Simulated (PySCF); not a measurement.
Vertical excitations of a molecule C3H6O2Si from TDA-ωB97X/def2-SVPD (PySCF), as energy in eV (oscillator strength): 4.99 (0.005), 6.45 (0.282), 7.67 (0.054), 7.83 (0.004), 7.99 (0.005), 8.09 (0.000), 8.22 (0.246), 8.28 (0.008), 8.62 (0.005), 8.65 (0.028). Lowest triplet (TDA): 4.33 eV. Coordinates come from a PBE0-D3(BJ)/def2-SVP optimisation. The values are those of a single conformer.

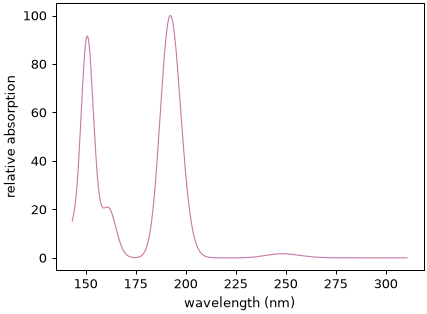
*The lines broadened by 0.4 eV.*

Task: Which structure fits?
(A) C=C[SiH2]C(=O)O
(B) C=C=CO[SiH2]O
(C) C=COC(=O)[SiH3]
(D) C=C[SiH]1OCO1

Result: C, C=COC(=O)[SiH3]
